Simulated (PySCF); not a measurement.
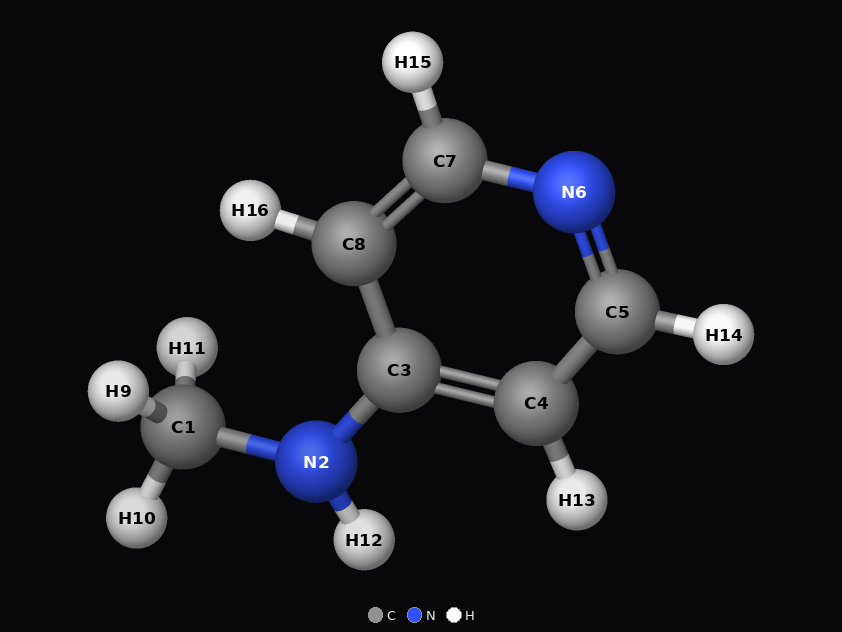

The geometry was computed by an optimisation with GFN2-xTB. No frequency run is at hand to confirm it as a minimum. Properties computed with B3LYP/pcJ-1 indirect spin-spin coupling, non-relativistic, gas phase (PySCF 2.14.0). Isotopes: 13C, 1H, 15N.

Give the spin–spin coupling constants of these pairs, with the number of bonds between them: C1/N2, N2/C8, C4/N6, N6/H14, N2/H13, N2/C7, C3/N6, N6/H16, N6/H13.

```
   pair  bonds apart  J (Hz)
 C1, N2            1   −12.5
 N2, C8            2    −1.7
 C4, N6            2     2.7
N6, H14            2   −11.8
N2, H13            3    −2.9
 N2, C7            3    −0.9
 C3, N6            3    −3.4
N6, H16            3    −1.1
N6, H13            3    −1.1
```
